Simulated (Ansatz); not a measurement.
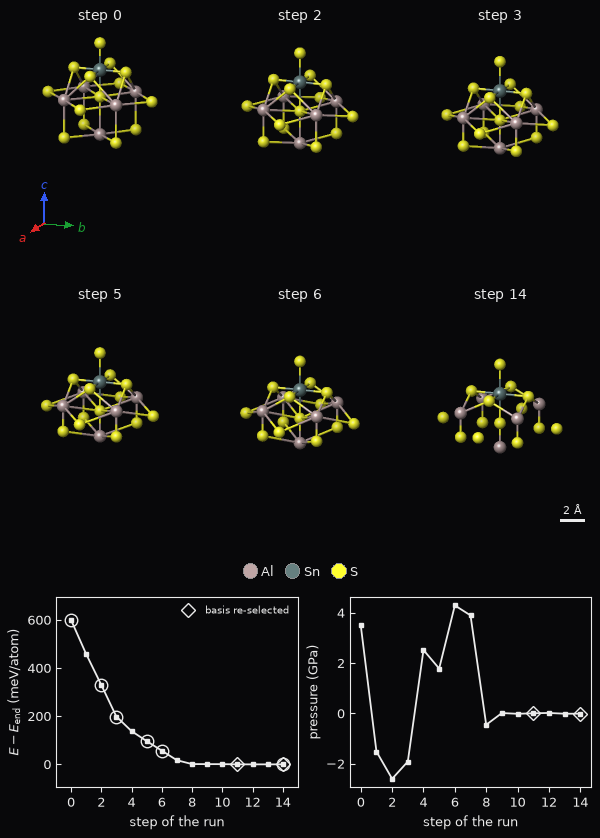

Frames of a relaxation of crystalline Al2SnS4 (built on the K2MgH4-139 type type), marked on the history of the run. A ball-and-stick model of the atoms within 5.0 Å of the atom that moves most (axes of the conventional cell (2 times the calculation's cell)), seen slightly off an axis. Lengths and directions refer to the drawn axes.

These are results of Ansatz 0.2.0, DFT, PBEsol, plane waves, PAW, not measurements.

Input
```yaml
crystal:
  lattice:
    - [-2.33299914, 2.33299914, 7.88712294]
    - [2.33299914, -2.33299914, 7.88712294]
    - [2.33299914, 2.33299914, -7.88712294]
  atoms:
    - { symbol: Al, position: [0.64391956, 0.64391956, 0.0] }
    - { symbol: Al, position: [0.35608044, 0.35608044, 0.0] }
    - { symbol: Sn, position: [0.0, 0.0, 0.0] }
    - { symbol: S, position: [0.0, 0.5, 0.5] }
    - { symbol: S, position: [0.5, 0.0, 0.5] }
    - { symbol: S, position: [0.85194696, 0.85194696, 0.0] }
    - { symbol: S, position: [0.14805304, 0.14805304, 0.0] }
kpoints:
  mp_grid: { grid: [6, 6, 6] }
hamiltonian:
  xc: pbesol
scf:
  occupations: { method: fermi_dirac, width: 0.03 }
relax:
  f_tol: 0.01
  cell: {}
  max_steps: 120
```

Command:
```bash
ansatz run input.yaml --threads 4 --pin off --max-ram 4608MiB --backend cpu --events-out ev --progress --plain --runs-dir out
```

Q: Describe the path.

A: The largest moves relative to the cell, 0.80 Å, are those of S6 and S7. S6 goes along −c. Largest moves by element: S 0.80 Å, Al 0.42 Å. Sn stays in place. Cell: a = b 4.666 → 5.110 Å (+9.5 %), c 15.774 → 11.865 Å (−24.8 %). Volume −9.8 %. Among the contacts that change: Al1–S6 3.281 → 2.095 Å, Al1–S7 3.300 → 3.830 Å, Al2–S4 3.255 → 2.859 Å, Sn3–S4 2.333 → 2.555 Å. The space group stays I4/mmm (No. 139). The energy falls by 600 meV per atom in 12 accepted moves (14 points after the start). The largest force component goes from 3.1 to 0.0015 eV/Å. The pressure goes from 3.50 to −0.01 GPa. At 2 points the geometry stayed and the basis and grid were re-selected for the new cell (energy shift of 0.9 meV per atom at most each time). From step 0 to 2: S atoms move most (0.35 Å), volume −3.8 %, energy −270 meV per atom. From step 2 to 3: S atoms move most (0.15 Å), volume −4.5 %, energy −132 meV per atom. From step 3 to 5: S atoms move most (0.16 Å), volume −6.1 %, energy −102 meV per atom. From step 5 to 6: Al atoms move most (0.15 Å), volume −2.9 %, energy −39.7 meV per atom. From step 6 to 14: Al atoms move most (0.16 Å), volume +7.7 %, energy −57.0 meV per atom.

| step | E − E(0), meV/atom | largest force component, eV/Å | pressure, GPa | volume, Å³/atom | note |
| --- | --- | --- | --- | --- | --- |
| 0 | 0.00 | 3.0686 | 3.50 | 24.531 |  |
| 1 | -141.61 | 1.4248 | -1.51 | 24.661 |  |
| 2 | -269.92 | 1.2560 | -2.60 | 23.600 |  |
| 3 | -401.81 | 1.0763 | -1.91 | 22.528 |  |
| 4 | -462.12 | 1.5092 | 2.52 | 21.513 |  |
| 5 | -503.68 | 0.3131 | 1.79 | 21.144 |  |
| 6 | -543.36 | 0.3763 | 4.30 | 20.541 |  |
| 7 | -583.19 | 0.4879 | 3.90 | 20.968 |  |
| 8 | -599.16 | 0.0209 | -0.45 | 22.285 |  |
| 9 | -599.40 | 0.0427 | 0.02 | 22.121 |  |
| 10 | -599.47 | 0.0060 | -0.01 | 22.115 |  |
| 11 | -600.33 | 0.0066 | 0.01 | 22.115 | same geometry, new basis |
| 12 | -600.33 | 0.0202 | 0.02 | 22.123 |  |
| 13 | -600.33 | 0.0015 | -0.01 | 22.127 |  |
| 14 | -600.33 | 0.0015 | -0.01 | 22.127 | same geometry, new basis |
